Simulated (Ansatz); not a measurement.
# CH5ClSi: vertical ionisation energy

Aim: the vertical ionisation energy of CH5ClSi, as cation minus neutral at the neutral's geometry, on several levels, and how well −ε(HOMO) stands in for it.

Program: Ansatz 0.2.0, Gaussian basis. Level of theory: unrestricted cation, the program's frozen cores in correlated methods. These are calculated values, not measurements.

Levels to be run: UKS PBE-D4/def2-TZVPP; UKS r2SCAN-D4/def2-TZVPP; UKS PBE0-D4/def2-TZVPP; UKS B3LYP-D4/def2-TZVPP; UKS wB97X-V/def2-TZVPP; UKS wB97M-V/def2-TZVPP; UKS B2PLYP/def2-TZVPP; UHF-CCSD(T)/def2-TZVPP; UHF-CCSD(T)/def2-QZVPP; extrapolation to the limit; then −ε(HOMO) from the neutral's earlier runs with LDA (SPW92), PBE-D4, revPBE-D4, BLYP-D4, r2SCAN-D4, B97M-V, PBE0-D4, B3LYP-D4, r2SCANh-D4, r2SCAN0-D4, HSE06-D4, BHLYP-D4, CAM-B3LYP-D4, LC-ωPBE, ωB97X-V, ωB97M-V.

**1. Structure used throughout**

The geometry comes from an earlier relaxation with PBE0-D4 in a triple-zeta def2 set; it is a stationary point, not always the lowest conformer.

8 atoms, charge 0, spin multiplicity 1.

Atoms are counted from 1 here; the program's logs count them from 0.

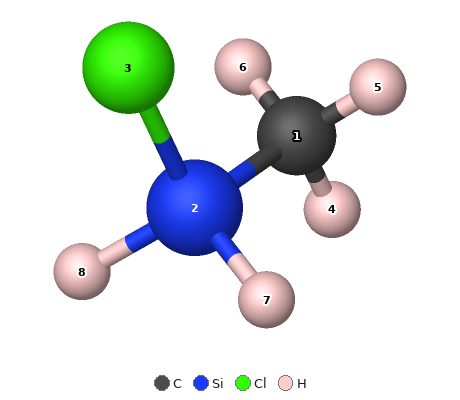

The structure; carbon dark grey, silicon blue, chlorine green, hydrogen pink; atoms are numbered from 1 in the order of the file.

**2. Cation, UKS PBE-D4/def2-TZVPP**

File in.yaml:

```yaml
crystal:
  periodic: [false, false, false]
  atoms:
    - {symbol: C, position_ang: [-0.612048, 0.785387, -0.172981]}
    - {symbol: Si, position_ang: [0.439656, -0.728789, 0.049345]}
    - {symbol: Cl, position_ang: [1.888048, -0.363915, 1.471107]}
    - {symbol: H, position_ang: [-1.381260, 0.598876, -0.927632]}
    - {symbol: H, position_ang: [-0.006517, 1.632718, -0.500579]}
    - {symbol: H, position_ang: [-1.105778, 1.054797, 0.762754]}
    - {symbol: H, position_ang: [1.139105, -1.095528, -1.206346]}
    - {symbol: H, position_ang: [-0.361217, -1.883555, 0.524323]}
basis:
  gaussian: {orbitals: def2-TZVPP}
total_charge: 1
magnetization: {spin_polarized: true, initial_magnetization: 1}
hamiltonian: {xc: pbe, dispersion: d4}
```

Command:

```sh
ansatz run in.yaml --threads 2 --pin off --events-out ev --progress --plain --max-ram 32768MiB --backend cpu
```

The runs that follow: Cation, UKS r2SCAN-D4/def2-TZVPP; Cation, UKS PBE0-D4/def2-TZVPP; Cation, UKS B3LYP-D4/def2-TZVPP; Cation, UKS wB97X-V/def2-TZVPP; Cation, UKS wB97M-V/def2-TZVPP; Cation, UKS B2PLYP (frozen core)/def2-TZVPP; Cation, UHF-CCSD(T)/def2-TZVPP; Cation, UHF-CCSD(T)/def2-QZVPP.

**Question.** What will the summary of the whole plan be? Wanted: ionisation energy, CCSD(T)/CBS; nearest functional by difference; nearest −ε(HOMO); −ε(HOMO) of PBE; T1 of the cation.

As calculated:

| quantity | value |
| --- | --- |
| ionisation energy, CCSD(T)/CBS | 11.45 eV |
| nearest functional by difference | ωB97X-V (-0.21 eV) |
| nearest −ε(HOMO) | LC-ωPBE (+0.07 eV) |
| −ε(HOMO) of PBE | 7.39 eV |
| T1 of the cation | 0.057 |

**Reading.** Energy differences with functionals land within 0.86 eV of the reference. The PBE orbital energy is 4.1 eV too small: a semilocal HOMO is no ionisation energy. Among orbital estimates LC-ωPBE comes nearest. Hartree-Fock falls 0.85 eV short, as the neutral has more correlation energy than the cation. The cation's T1 (from the report) is 0.057, above the customary mark of 0.045 for open shells, so the coupled-cluster value is less safe.
